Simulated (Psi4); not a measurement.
**A workflow on BH5S (SMILES [BH3-][SH2+])**

Wanted: a geometry optimisation (B3LYP-D4/6-31+G*), then the harmonic vibrations, then the energy (MP2-F12/cc-pVDZ-F12) of BH5S. 

The calculation is run with Psi4 1.11.

## 1. The system as given

BH5S: 7 atoms, total charge 0, spin state singlet. As SMILES, `[BH3-][SH2+]`. All atoms were displaced at random from a relaxed shape. The run starts from this shape.

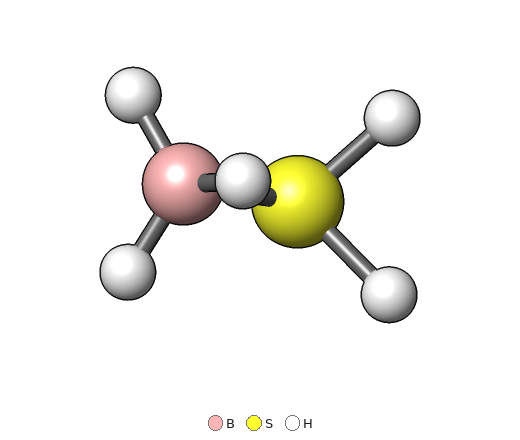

The structure, seen from a chosen angle (boron pink, sulfur yellow, hydrogen white).

## 2. A structure relaxation at B3LYP-D4/6-31+G(d) (density fitting, Cartesian functions) (run 1)

input.in reads:

```
memory 1600 mb

molecule system {
  0 1
  B     -0.550404    -0.442974    -0.528378
  S      0.512166     0.998948     0.249817
  H     -1.564210    -0.002547    -0.459010
  H     -0.368918    -1.405411     0.074139
  H     -0.117468    -0.515080    -1.536064
  H      0.334143     0.939879     1.577434
  H      1.794006     0.443625     0.521706
}

set {
  reference    rks
  geom_maxiter 60
}

opt("b3lyp-d4/6-31+G*")
```

Command:

```console
$ psi4 -n 1 input.in input.out
```

input.out:

```text
[...]
  Running in c1 symmetry.
[...]
  Nuclear repulsion =   55.460237311582112
[...]
  Multiplicity = 1
[...]
  Nalpha       = 13
  Nbeta        = 13
[...]
    Number of basis functions: 52
[...]
   @DF-RKS iter   1:  -425.76017976120124   -8.70060e-02   1.12903e-02 DIIS/ADIIS
[...]
   @DF-RKS iter   7:  -426.02634533736637    5.68434e-14   1.00699e-09 DIIS
[...]
    Orbital Energies [Eh]
    ---------------------
    Doubly Occupied:
       1A    -88.952122     2A     -8.015952     3A     -6.712155
       4A     -5.979881     5A     -5.977195     6A     -5.971393
       7A     -0.812840     8A     -0.511549     9A     -0.503506
      10A     -0.413516    11A     -0.329658    12A     -0.308975
      13A     -0.301119
[...]
  @DF-RKS Final Energy:  -426.02634533736637
   => Energetics <=
    Nuclear Repulsion Energy =             53.2883587694768863
    One-Electron Energy =                -690.8936329772955105
    Two-Electron Energy =                 237.0401010060407714
    DFT Exchange-Correlation Energy =     -25.4559894542261951
    Empirical Dispersion Energy =          -0.0051826813623233
    VV10 Nonlocal Energy =                  0.0000000000000000
    Total Energy =                       -426.0263453373663651
[...]
 Multipole Moments:
 ------------------------------------------------------------------------------------
     Multipole            Electronic (a.u.)      Nuclear  (a.u.)        Total (a.u.)
 ------------------------------------------------------------------------------------
 L = 1.  Multiply by 2.5417464519 to convert [e a0] to [Debye]
 Dipole X            :          1.4533806           -0.4556593            0.9977212
 Dipole Y            :          2.8265321           -2.1146264            0.7119057
 Dipole Z            :          0.6531706            0.3440864            0.9972569
 Magnitude           :                                                    1.5801199
[...]
  -Total Gradient:
     Atom            X                  Y                   Z
    ------   -----------------  -----------------  -----------------
       1        0.000062723250    -0.000013752010     0.000000119757
       2       -0.000010034133    -0.000034705329    -0.000010215810
       3        0.000002999415    -0.000002049048    -0.000017592528
       4       -0.000013393912     0.000016903545    -0.000000174679
       5       -0.000034495429     0.000023396482     0.000030036410
       6        0.000001290992     0.000002863311     0.000000041626
       7       -0.000011176107     0.000003039809    -0.000003040616
[...]
```

Standard output:

```text
Optimizer: Optimization complete!
```

Run time: 17 s. Hardware: 1 thread of AMD EPYC 9R45 (Zen 5), shared host; peak memory 0.48 GiB.

Step by step:

| step | energy from the first frame kept (eV) | largest force (eV/Å) |
| --- | --- | --- |
| 0 | 0.0000 | 3.2641 |
| 1 | -0.4576 | 0.6832 |
| 2 | -0.4816 | 0.3250 |
| 3 | -0.4871 | 0.2074 |
| 4 | -0.4901 | 0.1011 |
| 5 | -0.4907 | 0.0513 |
| 6 | -0.4909 | 0.0163 |
| 7 | -0.4909 | 0.0033 |

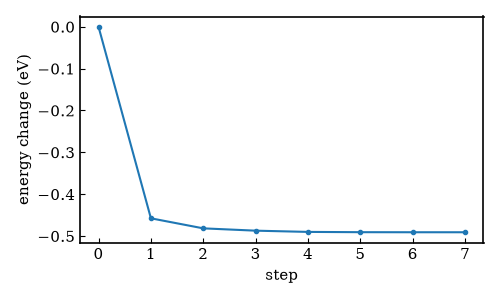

Energy along the run.

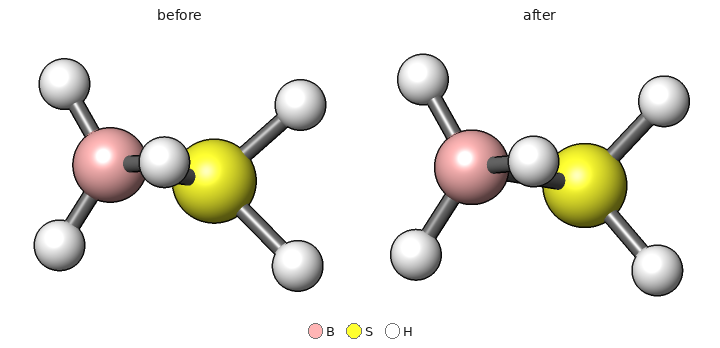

Before and after, at one scale.

After the run. Bond lengths: B1–S2 2.077 Å, B1–H3 1.206 Å, B1–H4 1.203 Å, B1–H5 1.206 Å, S2–H6 1.351 Å, S2–H7 1.351 Å. Angles: B1–S2–H6 103.5°, B1–S2–H7 103.5°, S2–B1–H3 99.7°, S2–B1–H4 104.7°, S2–B1–H5 99.7°, H6–S2–H7 93.3°, H3–B1–H4 116.7°, H3–B1–H5 115.1°, H4–B1–H5 116.8°.

## 3. The harmonic vibrations at B3LYP-D4/6-31+G(d) (density fitting, Cartesian functions) (run 2)

bh5s.inp reads:

```
memory 1600 MB

molecule mol {
  0 1
  B
  S 1 r2
  H 1 r3 2 a3
  H 1 r4 3 a4 2 d4
  H 1 r5 4 a5 3 d5
  H 2 r6 1 a6 4 d6
  H 2 r7 6 a7 1 d7

  r2 = 2.076814
  r3 = 1.20585
  a3 = 99.71067
  r4 = 1.202937
  a4 = 116.73524
  d4 = 111.94746
  r5 = 1.205755
  a5 = 116.75954
  d5 = -141.825
  r6 = 1.350809
  a6 = 103.48386
  d6 = -48.37829
  r7 = 1.350783
  a7 = 93.27751
  d7 = -104.69528
}

set basis 6-31+G*
set t 400.0
set rotational_symmetry_number 1

e, wfn = frequency('b3lyp-d4', return_wfn=True)
```

Command:

```console
$ psi4 -i bh5s.inp -o bh5s.out -n 1
```

bh5s.out:

```text
[...]
  Running in c1 symmetry.
[...]
  Nuclear repulsion =   53.288352845675270
[...]
  Multiplicity = 1
[...]
  Nalpha       = 13
  Nbeta        = 13
[...]
    Number of basis functions: 52
[...]
   @DF-RKS iter   1:  -425.82961415062874   -2.39272e-01   9.90635e-03 DIIS/ADIIS
[...]
   @DF-RKS iter  10:  -426.02634495894955   -9.09495e-13   6.78635e-09 DIIS
[...]
  @DF-RKS Final Energy:  -426.02634495894955
   => Energetics <=
    Nuclear Repulsion Energy =             53.2883413982135394
    One-Electron Energy =                -690.8935988069927134
    Two-Electron Energy =                 237.0400839075799411
    DFT Exchange-Correlation Energy =     -25.4559887766541273
    Empirical Dispersion Energy =          -0.0051826810961678
    VV10 Nonlocal Energy =                  0.0000000000000000
    Total Energy =                       -426.0263449589494940
[...]
  -Total Gradient:
     Atom            X                  Y                   Z
    ------   -----------------  -----------------  -----------------
       1        0.000056569882    -0.000150584765     0.000024964923
       2        0.000103790088    -0.000194438599    -0.000035626533
       3        0.000011835499     0.000003308754     0.000025965109
       4        0.000004120342     0.000023103916     0.000004859598
       5       -0.000028023701     0.000052718077    -0.000022961941
       6       -0.000186299193     0.000061006279     0.000102941220
       7        0.000036727544     0.000204115269    -0.000104759276
[...]
  ==> Harmonic Vibrational Analysis <==
[...]
  Freq [cm^-1]                 226.2113            325.6705            476.3313
[...]
  IR activ [km/mol]            10.0821             19.3506              3.1608
[...]
  Freq [cm^-1]                 537.0900            867.3325            931.6794
[...]
  IR activ [km/mol]             0.1495              4.7073              2.0121
[...]
  Freq [cm^-1]                1114.9745           1169.7340           1172.3223
[...]
  IR activ [km/mol]            204.9248            10.1867              4.1863
[...]
  Freq [cm^-1]                1254.4651           2503.6497           2576.2973
[...]
  IR activ [km/mol]             2.5592             57.0576             154.2312
[...]
  Freq [cm^-1]                2595.6354           2676.6070           2693.9203
[...]
  IR activ [km/mol]            169.8404             5.3253              4.8234
[...]
  Total E_0, Enthalpy at 0 [K]                                                         -425.97822606 [Eh]
[...]
  Total H, Enthalpy at  400.00 [K]                                                     -425.97012081 [Eh]
[...]
```

The script printed:

```text
Warning: used thermodynamics relations inappropriate for low-frequency modes: ['226.2113' '325.6705' '476.3313' '537.0900']
```

Run time: 82 s. Hardware: 1 thread of AMD EPYC 9R45 (Zen 5), shared host; peak memory 0.47 GiB.

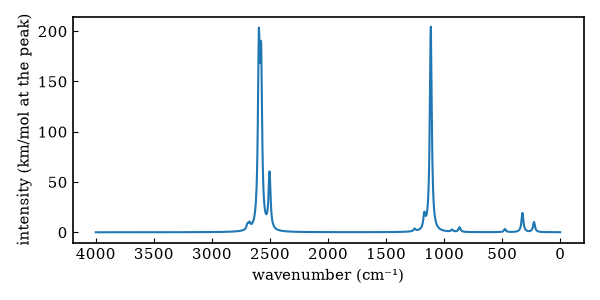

Harmonic infrared spectrum, unscaled, lines broadened by 10 cm⁻¹.

## 4. The energy at MP2-F12/cc-pVDZ-F12 (density fitting, density fitting for correlation) (run 3)

bh5s.xyz reads:

```xyz
7
BH5S
B     -0.608778    -0.491457    -0.572867
S      0.542671     1.016582     0.271608
H     -1.699420     0.016754    -0.493522
H     -0.407979    -1.452986     0.121539
H     -0.133887    -0.513340    -1.680949
H      0.239056     0.946151     1.585968
H      1.749731     0.434075     0.439854
```

job.py reads:

```python
import psi4

psi4.set_memory(1600000000)
psi4.set_num_threads(1)
psi4.core.set_output_file('run.log', False)

with open('bh5s.xyz') as f:
    atoms = ''.join(f.readlines()[2:])
geom = psi4.geometry('0 1\n' + atoms + '')

psi4.set_options({
    'basis': 'cc-pVDZ-F12',
    'freeze_core': True,
})

result = psi4.energy("mp2-f12")
print('E =', round(result, 9))
for k, v in sorted(psi4.core.scalar_variables().items()):
    print(f'{k:45s} {v:18.10f}')
```

Command:

```console
$ python job.py
```

run.log:

```text
[...]
  Running in c1 symmetry.
[...]
  Nuclear repulsion =   53.288357579732292
[...]
  Multiplicity = 1
[...]
  Nalpha       = 13
  Nbeta        = 13
[...]
    Number of basis functions: 114
[...]
   @DF-RHF iter   1:  -425.02709863764403   -4.45653e-01   2.94283e-03 ADIIS/DIIS
[...]
   @DF-RHF iter  11:  -425.11730407983544   -6.02540e-12   4.54298e-09 DIIS
[...]
    Orbital Energies [Eh]
    ---------------------
    Doubly Occupied:
       1A    -92.025989     2A     -9.027267     3A     -7.555774
       4A     -6.708534     5A     -6.707847     6A     -6.706251
       7A     -1.041528     8A     -0.696681     9A     -0.638455
      10A     -0.549179    11A     -0.452049    12A     -0.446262
      13A     -0.429819
[...]
  @DF-RHF Final Energy:  -425.11730407983544
   => Energetics <=
    Nuclear Repulsion Energy =             53.2883575797322919
    One-Electron Energy =                -690.8400549848631726
    Two-Electron Energy =                 212.4343933252954173
    Total Energy =                       -425.1173040798354350
[...]
 Multipole Moments:
 ------------------------------------------------------------------------------------
     Multipole            Electronic (a.u.)      Nuclear  (a.u.)        Total (a.u.)
 ------------------------------------------------------------------------------------
 L = 1.  Multiply by 2.5417464519 to convert [e a0] to [Debye]
 Dipole X            :          1.3902625           -0.4556619            0.9346006
 Dipole Y            :          2.8169340           -2.1146253            0.7023086
 Dipole Z            :          0.5742224            0.3440866            0.9183090
 Magnitude           :                                                    1.4866093
[...]
```

On the terminal:

```text
E = -425.483972723
CURRENT CORRELATION ENERGY                         -0.3625078521
CURRENT ENERGY                                   -425.4839727225
CURRENT REFERENCE ENERGY                         -425.1214648704
CUSTOM SCS-MP2 CORRELATION ENERGY                  -0.3005521802
CUSTOM SCS-MP2 TOTAL ENERGY                      -425.4178562600
DD SOLVATION ENERGY                                 0.0000000000
F12 CABS CORRECTION ENERGY                         -0.0041607906
HF KINETIC ENERGY                                 425.0626148163
HF POTENTIAL ENERGY                              -850.1799188962
HF TOTAL ENERGY                                  -425.1173040798
HF VIRIAL RATIO                                     2.0001286617
HF-CABS TOTAL ENERGY                             -425.1214648704
MP2 CORRELATION ENERGY                             -0.2910262850
MP2 DOUBLES ENERGY                                 -0.2910262850
MP2 OPPOSITE-SPIN CORRELATION ENERGY               -0.2348577906
MP2 SAME-SPIN CORRELATION ENERGY                   -0.0561684944
MP2 SINGLES ENERGY                                 -0.0000000000
MP2 TOTAL ENERGY                                 -425.4083303648
MP2-F12 CORRECTION ENERGY                          -0.0714815671
MP2-F12 CORRELATION ENERGY                         -0.3625078521
MP2-F12 DOUBLES ENERGY                             -0.3625078521
MP2-F12 OPPOSITE-SPIN CORRELATION ENERGY           -0.2965443750
MP2-F12 SAME-SPIN CORRELATION ENERGY               -0.0659634771
MP2-F12 SINGLES ENERGY                              0.0000000000
MP2-F12 TOTAL ENERGY                             -425.4839727225
NUCLEAR REPULSION ENERGY                           53.2883575797
ONE-ELECTRON ENERGY                              -690.8400549849
PCM POLARIZATION ENERGY                             0.0000000000
PE ENERGY                                           0.0000000000
SCF ITERATION ENERGY                             -425.1173040798
SCF ITERATIONS                                     11.0000000000
SCF TOTAL ENERGY                                 -425.1173040798
SCS-MP2 CORRELATION ENERGY                         -0.3005521802
SCS-MP2 TOTAL ENERGY                             -425.4178562600
TWO-ELECTRON ENERGY                               212.4343933253
```

Wall time 25 s (1 thread of AMD EPYC 9R45 (Zen 5), shared host); peak memory 2.6 GiB.

## 5. Summary of results

| quantity | value |
| --- | --- |
| run 1, B3LYP-D4/6-31+G*: total energy at the end | -426.02635 Eh |
| run 1, B3LYP-D4/6-31+G*: dipole moment | 4.02 D |
| run 1, B3LYP-D4/6-31+G*: HOMO energy | -8.19 eV |
| run 1, B3LYP-D4/6-31+G*: LUMO energy | -0.96 eV |
| run 1, B3LYP-D4/6-31+G*: HOMO–LUMO gap | 7.24 eV |
| run 1, B3LYP-D4/6-31+G*: dispersion energy | -13.61 kJ/mol |
| run 2, B3LYP-D4/6-31+G*: lowest harmonic wavenumber | 226 cm⁻¹ |
| run 2, B3LYP-D4/6-31+G*: highest harmonic wavenumber | 2694 cm⁻¹ |
| run 2, B3LYP-D4/6-31+G*: zero-point energy | 126.3 kJ/mol |
| run 2, B3LYP-D4/6-31+G*: ideal-gas entropy at 400 K (symmetry number 1 as used) | 68.9 cal/(mol K) |
| run 3, MP2-F12/cc-pVDZ-F12: total energy | -425.48397 Eh |
| run 3, MP2-F12/cc-pVDZ-F12: HOMO energy (Hartree–Fock orbitals) | -11.70 eV |
| run 3, MP2-F12/cc-pVDZ-F12: LUMO energy (Hartree–Fock orbitals) | 0.92 eV |
| run 3, MP2-F12/cc-pVDZ-F12: HOMO–LUMO gap (Hartree–Fock orbitals) | 12.62 eV |
| run 3, MP2-F12/cc-pVDZ-F12: correlation energy (6 core orbitals frozen) | -362.5 mEh |

In words: The optimisation (run 1, B3LYP-D4/6-31+G*) took 8 steps and changed the energy by -0.491 eV. All 15 modes (run 2, B3LYP-D4/6-31+G*) are real, so the shape is a minimum at this level.
